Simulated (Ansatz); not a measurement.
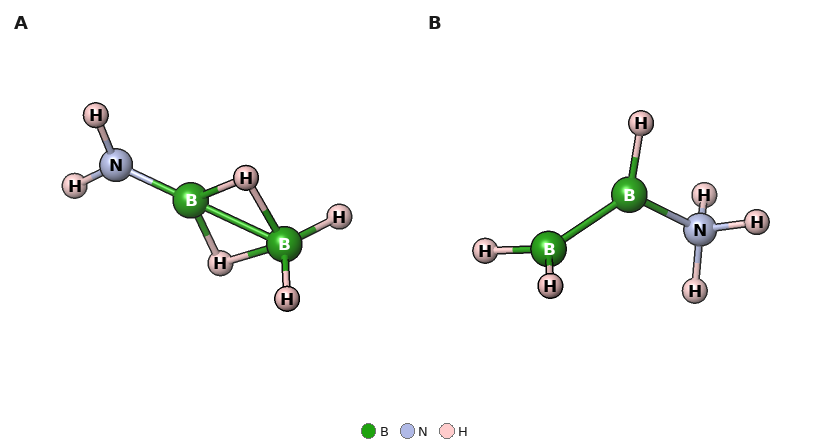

2 stationary structures of one formula. Charge +1, singlet. Geometries: PBE0-D4/def2-TZVP. Electronic energies: RHF-CCSD(T) (frozen core)/def2-TZVPP (Ansatz 0.2.0), without zero-point energy. No frequency run is at hand to confirm each as a minimum. Each is one conformer, not always the lowest.

Which is lowest in energy, and by how much?

A is lowest; B lies 0.442 eV above it.
